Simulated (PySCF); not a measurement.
```xyz
2

Na    0.0000    0.0000   -2.0878
Br    0.0000    0.0000    0.6082
```

Theory: PBE0/aug-cc-pVDZ(-PP), non-relativistic Hamiltonian with scalar-relativistic core potentials where named, at a bond length of 2.696 Å in PySCF 2.14.0.

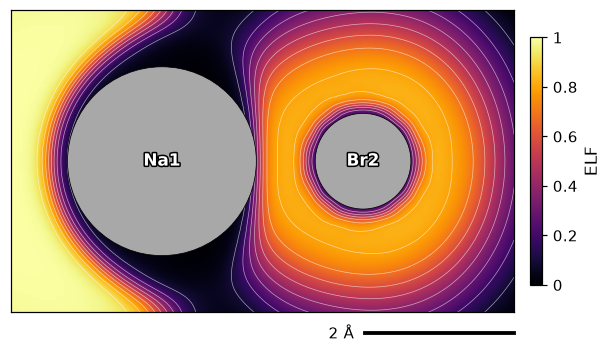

NaBr (charge −1, doublet). ELF on a plane that holds the molecular axis. Grey discs cover the atomic cores.

Describe what can be read from this map.

- Atoms in the plane: Na and Br.
- Na–Br (2.70 Å): the ELF peaks at about 0.80 in the valence shell of Br, 1.0 Å from its nucleus, and falls to about 0 next to Na: a closed-shell, largely ionic contact.
